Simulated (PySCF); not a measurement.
Consider C4H4BF3O3.

```yaml
atoms:
  - { symbol: F, position_ang: [2.6855, -0.1934, 1.0835] }
  - { symbol: C, position_ang: [2.5551, -0.0544, -0.2195] }
  - { symbol: F, position_ang: [3.5712, -0.6334, -0.8195] }
  - { symbol: F, position_ang: [2.5401, 1.2267, -0.5270] }
  - { symbol: O, position_ang: [1.4243, -0.6963, -0.6860] }
  - { symbol: C, position_ang: [0.1990, -0.3249, -0.2838] }
  - { symbol: O, position_ang: [0.1022, 0.5860, 0.5695] }
  - { symbol: B, position_ang: [-1.2737, 1.1213, 1.0995] }
  - { symbol: O, position_ang: [-2.3611, 0.2901, 0.4360] }
  - { symbol: C, position_ang: [-2.1389, -0.6212, -0.4197] }
  - { symbol: C, position_ang: [-0.8817, -1.0057, -0.8586] }
  - { symbol: H, position_ang: [-1.2961, 0.9256, 2.2970] }
  - { symbol: H, position_ang: [-1.3735, 2.2749, 0.7329] }
  - { symbol: H, position_ang: [-3.0364, -1.1178, -0.8158] }
  - { symbol: H, position_ang: [-0.7283, -1.7898, -1.5947] }
```

Geometry: PBE0-D3(BJ)/def2-SVP.

The calculation used PBE0/pcSseg-1, SCF density, gas phase, non-relativistic (PySCF).

Question: What can the converged electron density and electron localisation function tell about the bonding?

Answer: C–O (1.25 Å): the density is about 3 e/Å³ at the midpoint; the ELF peaks at about 0.85 between the atoms (a polar covalent bond).
C–F (1.31 Å): ρ is about 2.6 e/Å³ halfway; the ELF peaks at about 0.85 between the atoms, as expected for a shared but strongly polarised pair.
C–C (1.39 Å): ρ is about 2.1 e/Å³ halfway; the ELF peaks at about 0.95 between the atoms; localised, covalent bonding.
B–O (1.52 Å): ρ is about 1.4 e/Å³ halfway; the ELF peaks at about 0.90 between the atoms: a shared but strongly polarised pair.

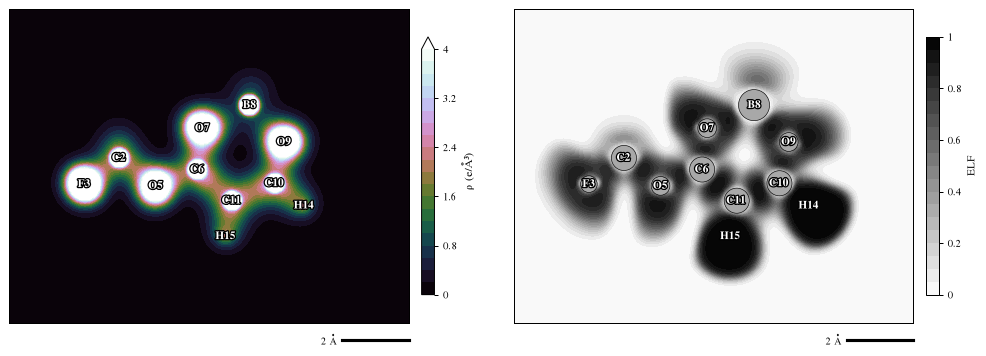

Computed electron density and electron localisation function on the plane of atoms F3, C2 and O5, in this order. Grey discs cover the atomic cores in the ELF map. 
